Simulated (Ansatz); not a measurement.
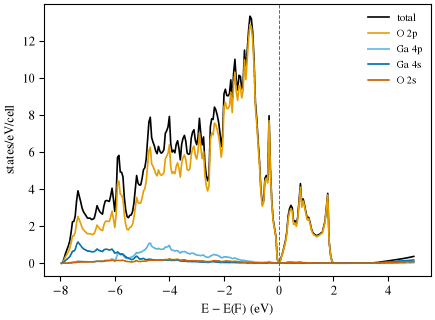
Figure: Total and projected density of states of GaO2 in space group Fddd (No. 70; Ga on 16f, O on 16g, O on 16d), the program Ansatz at the r²SCAN level (PAW)

Problem. Which orbitals carry the states next to the Fermi level?

Solution. Within 0.5 eV of the Fermi level: O 2p 96 %. Projections are on Löwdin-orthogonalised atomic valence shells; empty p or d shells of many metals are not among them.

Problem. Where is the tallest occupied peak in this window, and what makes it?

Solution. Near -1.0 eV, about 13 states/eV per cell; the largest projected share is O 2p.

The workflow started from a Materials Project entry (that database holds measured and hypothetical structures alike); the Crystallography Open Database copy checked does not list it. Whether it is the stable phase at ambient conditions was not checked. The r²SCAN relaxation kept the symmetry of its start; whether a distortion lowers the energy is not shown. Spin order of the final state: ferromagnetic, chosen from 2 collinear starts compared on coarse meshes (ties went to the first, and starts can fall back to one state), not a proven ground state. Other orbital occupations within this spin state were not tried. No Hubbard U is applied. Scalar-relativistic: spin–orbit coupling is off unless named, which matters more the heavier the elements.

Potentials: the later of the program's two PAW sets.
